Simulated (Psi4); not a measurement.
# One shape, several levels: doublet [HfH4O4]+

We compute a comparison of 3 runs (UPBE/def2-SVP, UTPSSh/def2-SVP, UMP3/def2-SVP) of doublet [HfH4O4]+. 

The calculation is run with Psi4 1.11.

10 further runs of the same task are left out: 8 that didn't finish, 2 set aside as unsound or not needed.

## (1) Starting point

[HfH4O4]+ has 9 atoms, charge +1, and is taken as a doublet. As SMILES of the parent species, `O[Hf](O)(O)O`. The coordinates come from a PBE0-D4/def2-TZVP relaxation. This is one conformer, not always the lowest. That shape belongs to the parent species and isn't relaxed for this state.

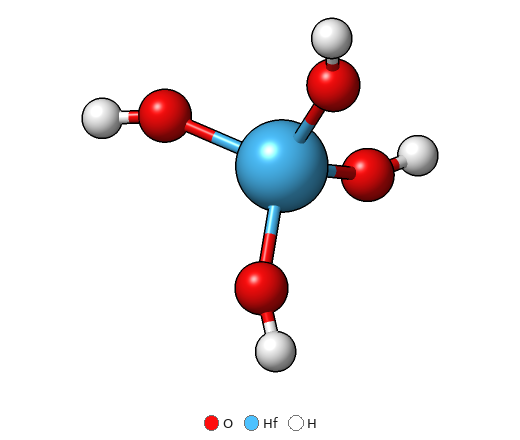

Viewed from a chosen angle; oxygen red, hafnium blue, hydrogen white.

## (2) Energy and forces at UPBE/def2-SVP (core potential) (run 1)

The input, h4hfo4.json:

```json
{
 "schema_name": "qcschema_input",
 "schema_version": 1,
 "molecule": {
  "schema_name": "qcschema_molecule",
  "schema_version": 2,
  "symbols": ["O", "Hf", "O", "O", "O", "H", "H", "H", "H"],
  "geometry": [-0.87962972, 0.17617917, 3.5444837, -5.669e-05, -5.669e-05, -7.559e-05, 3.55699369, 0.73064371, -0.42690803, -0.70545366, -3.36017871, -1.25734817, -1.97215598, 2.45314797, -1.86056765, -1.22832198, -0.48278723, 5.17941805, 4.98358574, 1.75485637, -0.8073099, -0.40360771, -4.84155392, -2.22857292, -3.35135369, 3.56976824, -2.1431006],
  "molecular_charge": 1,
  "molecular_multiplicity": 2,
  "fix_symmetry": "c1"
 },
 "driver": "gradient",
 "model": {
  "method": "pbe",
  "basis": "def2-SVP"
 },
 "keywords": {
  "reference": "uks",
  "puream": true,
  "e_convergence": 1e-09,
  "d_convergence": 1e-08,
  "scf_type": "pk",
  "dft_radial_points": 99,
  "dft_spherical_points": 590,
  "maxiter": 100,
  "scf_properties": ["WIBERG_LOWDIN_INDICES", "MULLIKEN_CHARGES", "LOWDIN_CHARGES"]
 }
}
```

Run with:

```sh
psi4 --qcschema h4hfo4.json -n 1 --memory 2200MB
```

stdout:

```text
[...]
    !!!  WARNING: ECP capability is in beta. Please check occupations closely.  !!!
[...]
  Running in c1 symmetry.
[...]
  Nuclear repulsion =  209.799067305455594
[...]
  Multiplicity = 2
[...]
  Nalpha       = 24
  Nbeta        = 23
[...]
    Number of basis functions: 108
[...]
   @UKS iter   1:  -350.02890006089547   -1.65112e-01   1.20683e-02 DIIS/ADIIS
[...]
   @UKS iter  45:  -350.69808517168360   -7.10543e-12   8.69064e-09 DIIS
[...]
   @S^2 Observed:                7.541668531E-01
[...]
  @UKS Final Energy:  -350.69808517168360
   => Energetics <=
    Nuclear Repulsion Energy =            209.7990673054555941
    One-Electron Energy =                -904.7848157216551499
    Two-Electron Energy =                 385.5516771877866518
    DFT Exchange-Correlation Energy =     -41.2640139432706263
    Empirical Dispersion Energy =           0.0000000000000000
    VV10 Nonlocal Energy =                  0.0000000000000000
    Total Energy =                       -350.6980851716836014
[...]
 Multipole Moments:
 ------------------------------------------------------------------------------------
     Multipole            Electronic (a.u.)      Nuclear  (a.u.)        Total (a.u.)
 ------------------------------------------------------------------------------------
 L = 1.  Multiply by 2.5417464519 to convert [e a0] to [Debye]
 Dipole X            :         -0.0144102            0.0003332           -0.0140770
 Dipole Y            :         -0.0052900            0.0005034           -0.0047866
 Dipole Z            :         -0.0167646            0.0004079           -0.0163567
 Magnitude           :                                                    0.0221047
[...]
  -Total Gradient:
     Atom            X                  Y                   Z
    ------   -----------------  -----------------  -----------------
       1       -0.003758860650    -0.008838092695     0.010285145871
       2        0.002898305710     0.000975825391     0.003366386507
       3        0.007977145496     0.010268186812    -0.005366359205
       4        0.002100639580    -0.010607431002    -0.007284615878
       5       -0.010182352315     0.007879481612    -0.002113699889
       6        0.005788252168     0.007512464283    -0.025104762464
       7       -0.022698984214    -0.013240414521     0.005412739996
       8       -0.001719925808     0.023064972242     0.013728758899
       9        0.019596217359    -0.017014299989     0.007076901675
[...]
```

Wall time 77 s (1 thread of Intel Xeon 6975P-C (Granite Rapids), shared host); peak memory 1 GiB.

## (3) Energy and forces at UTPSSh/def2-SVP (core potential) (run 2)

h4hfo4.json: that of step 2 with these lines changed.

```diff
@@ -14,3 +14,3 @@
  "model": {
-  "method": "pbe",
+  "method": "tpssh",
   "basis": "def2-SVP"
@@ -25,4 +25,3 @@
   "dft_spherical_points": 590,
-  "maxiter": 100,
-  "scf_properties": ["WIBERG_LOWDIN_INDICES", "MULLIKEN_CHARGES", "LOWDIN_CHARGES"]
+  "maxiter": 100
  }
```

Run with:

```sh
psi4 --qcschema h4hfo4.json -n 1 --memory 2200MB
```

stdout:

```text
[...]
    !!!  WARNING: ECP capability is in beta. Please check occupations closely.  !!!
[...]
  Running in c1 symmetry.
[...]
  Nuclear repulsion =  209.799067305455594
[...]
  Multiplicity = 2
[...]
  Nalpha       = 24
  Nbeta        = 23
[...]
    Number of basis functions: 108
[...]
   @UKS iter   1:  -350.39219186647017   -3.87466e-01   1.11972e-02 ADIIS/DIIS
[...]
   @UKS iter  26:  -350.96604330366176   -8.81073e-12   9.94716e-09 DIIS
[...]
   @S^2 Observed:                7.600554070E-01
[...]
  @UKS Final Energy:  -350.96604330366176
   => Energetics <=
    Nuclear Repulsion Energy =            209.7990673054555941
    One-Electron Energy =                -904.7947229187882385
    Two-Electron Energy =                 381.6494140116710696
    DFT Exchange-Correlation Energy =     -37.6198017020001032
    Empirical Dispersion Energy =           0.0000000000000000
    VV10 Nonlocal Energy =                  0.0000000000000000
    Total Energy =                       -350.9660433036617633
[...]
 Multipole Moments:
 ------------------------------------------------------------------------------------
     Multipole            Electronic (a.u.)      Nuclear  (a.u.)        Total (a.u.)
 ------------------------------------------------------------------------------------
 L = 1.  Multiply by 2.5417464519 to convert [e a0] to [Debye]
 Dipole X            :          0.0141321            0.0003332            0.0144652
 Dipole Y            :          0.0043618            0.0005034            0.0048652
 Dipole Z            :          0.0165669            0.0004079            0.0169748
 Magnitude           :                                                    0.0228267
[...]
  -Total Gradient:
     Atom            X                  Y                   Z
    ------   -----------------  -----------------  -----------------
       1       -0.001648799753    -0.002131238430     0.009412376404
       2       -0.003215699532    -0.001088539077    -0.003741026438
       3        0.008600508406     0.004480521479    -0.001317396065
       4        0.004880241043    -0.007681793821    -0.004871258055
       5       -0.007632950840     0.006756216030     0.001673455829
       6        0.004219976202     0.004669271766    -0.021012260175
       7       -0.019323961784    -0.009782993233     0.003421734964
       8       -0.001248105829     0.019131056315     0.010486458633
       9        0.015371078400    -0.014351506242     0.005950514269
[...]
```

It took 1.9 min on 1 thread of Intel Xeon 6975P-C (Granite Rapids), shared host; peak memory 1 GiB.

## (4) A single-point energy at UMP3/def2-SVP (core potential) (run 3)

The input, job.py:

```python
import psi4

psi4.set_memory('2200 MB')
psi4.set_num_threads(1)
psi4.set_output_file('output.dat', False)

geom = psi4.geometry("""
1 2
O     -0.465480     0.093230     1.875660
Hf    -0.000030    -0.000030    -0.000040
O      1.882280     0.386640    -0.225910
O     -0.373310    -1.778130    -0.665360
O     -1.043620     1.298150    -0.984570
H     -0.650000    -0.255480     2.740830
H      2.637200     0.928630    -0.427210
H     -0.213580    -2.562040    -1.179310
H     -1.773460     1.889040    -1.134080
symmetry c1
no_reorient
no_com
""")

psi4.set_options({
    'basis': 'def2-SVP',
    'reference': 'uhf',
    'puream': True,
    'e_convergence': 1e-09,
    'd_convergence': 1e-08,
    'scf_type': 'pk',
    'num_frozen_docc': 4,
    'maxiter': 100,
    'mp_type': 'conv',
})

e_tot, wfn = psi4.energy('mp3', return_wfn=True)
print(f'total energy {e_tot:.8f} hartree = {e_tot * 27.211386:.5f} eV')
```

Run with:

```sh
python job.py
```

output.dat:

```text
[...]
    !!!  WARNING: ECP capability is in beta. Please check occupations closely.  !!!
[...]
  Running in c1 symmetry.
[...]
  Nuclear repulsion =  209.799067165446104
[...]
  Multiplicity = 2
[...]
  Nalpha       = 24
  Nbeta        = 23
[...]
    Number of basis functions: 108
[...]
   @UHF iter   1:  -348.59885274200190   -1.39144e+00   7.37866e-03 DIIS/ADIIS
[...]
   @UHF iter  37:  -348.91471618953409   -7.04858e-12   2.38923e-09 DIIS
[...]
   @S^2 Observed:                7.563740113E-01
[...]
    Orbital Energies [Eh]
    ---------------------
    Alpha Occupied:
       1A    -20.992680     2A    -20.710849     3A    -20.703641
       4A    -20.701633     5A     -3.136454     6A     -1.871399
       7A     -1.825308     8A     -1.823759     9A     -1.705827
      10A     -1.439102    11A     -1.421833    12A     -1.417030
      13A     -1.092777    14A     -1.036627    15A     -0.945855
      16A     -0.855318    17A     -0.841954    18A     -0.836862
      19A     -0.693045    20A     -0.686932    21A     -0.670648
      22A     -0.661883    23A     -0.656077    24A     -0.645251
    Alpha Virtual:
      25A     -0.108560    26A     -0.057023    27A     -0.051779
[...]
  @UHF Final Energy:  -348.91471618953409
   => Energetics <=
    Nuclear Repulsion Energy =            209.7990671654461039
    One-Electron Energy =                -904.0317621596120716
    Two-Electron Energy =                 345.3179788046318777
    Total Energy =                       -348.9147161895340901
  UHF NO Occupations:
  HONO-2 :   22  A 1.9993715
  HONO-1 :   23  A 1.9982783
[...]
 Multipole Moments:
 ------------------------------------------------------------------------------------
     Multipole            Electronic (a.u.)      Nuclear  (a.u.)        Total (a.u.)
 ------------------------------------------------------------------------------------
 L = 1.  Multiply by 2.5417464519 to convert [e a0] to [Debye]
 Dipole X            :         -1.4248312           -0.0023433           -1.4271745
 Dipole Y            :          1.6567480           -0.0020598            1.6546882
 Dipole Z            :         -1.2715669           -0.0031936           -1.2747606
 Magnitude           :                                                    2.5297894
[...]
	SCS-MP2 Total Energy (a.u.)        :  -349.80987849504049
	SOS-MP2 Total Energy (a.u.)        :  -349.79078292670681
[...]
	SOS-PI-MP2 Total Energy (a.u.)     :  -349.85817267572008
[...]
	MP2 Total Energy (a.u.)            :  -349.84806963170780
[...]
	SCS-MP3 Total Energy (a.u.)        :  -349.80940520446944
[...]
	MP3 Total Energy (a.u.)            :  -349.84617646942365
[...]
```

The script printed:

```text
total energy -349.84617647 hartree = -9519.79935 eV
```

Run time: 31 s. Hardware: 1 thread of Intel Xeon 6975P-C (Granite Rapids), shared host; peak memory 1.1 GiB.

## (5) The series

| run | level | task | frozen core orbitals | energy (Eh) | HOMO energy (eV) | LUMO energy (eV) | ⟨S²⟩ | wall time |
| --- | --- | --- | --- | --- | --- | --- | --- | --- |
| 1 | UPBE/def2-SVP (core potential) | gradient | 0 | -350.698085 | -12.64 | -12.60 | 0.754 | 77 s |
| 2 | UTPSSh/def2-SVP (core potential) | gradient | 0 | -350.966043 | -13.12 | -12.49 | 0.760 | 1.9 min |
| 3 | UMP3/def2-SVP (core potential) | energy | 4 | -349.846176 | -17.54 | -7.69 | 0.756 | 31 s |

## (6) Results

```
                                                         quantity          value
                                              run 3: total energy  -349.84618 Eh
run 3: HOMO energy (Hartree–Fock orbitals) (highest over α and β)      -17.54 eV
 run 3: LUMO energy (Hartree–Fock orbitals) (lowest over α and β)       -7.69 eV
               run 3: correlation energy (4 core orbitals frozen)     -931.5 mEh
                         run 3: ⟨S²⟩ of the reference determinant          0.756
```

What this shows: Totals of different functionals can't be ranked against each other. All runs together took 3.7 min, the longest 1.9 min.
